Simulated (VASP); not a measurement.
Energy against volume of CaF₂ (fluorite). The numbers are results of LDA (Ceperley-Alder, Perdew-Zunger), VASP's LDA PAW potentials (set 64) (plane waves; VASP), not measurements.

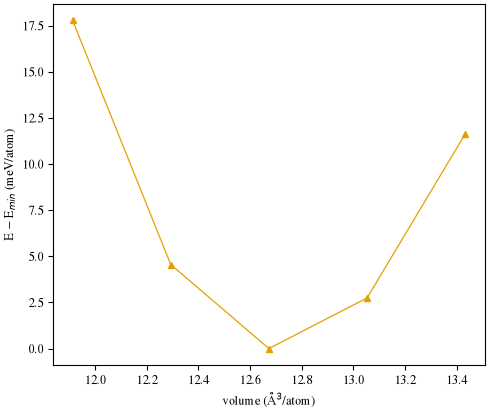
Figure. Energy against volume

Q: Estimate the equilibrium volume and the bulk modulus.

A: The minimum lies near 12.7 Å³/atom, and the curvature gives B0 of about 100 GPa.

Measured: bulk modulus 83.0 GPa (computed value off by +21.5 %), as given by On the Morphology of Group II Metal Fluoride Nanocrystals at Finite Temperature and Partial Pressure of HF, PMC6154342; a 5.466 Å (computed value off by -2.3 %), as given by M. Råsander et al., The Journal of Chemical Physics (2015), arXiv:1505.02379. The calculation is for a static lattice, while the measured bulk modulus, a hold thermal and zero-point effects, which are part of the difference.

The compound is CaF2 in the fluorite structure. It was relaxed first, which changed the volume by -6 %.
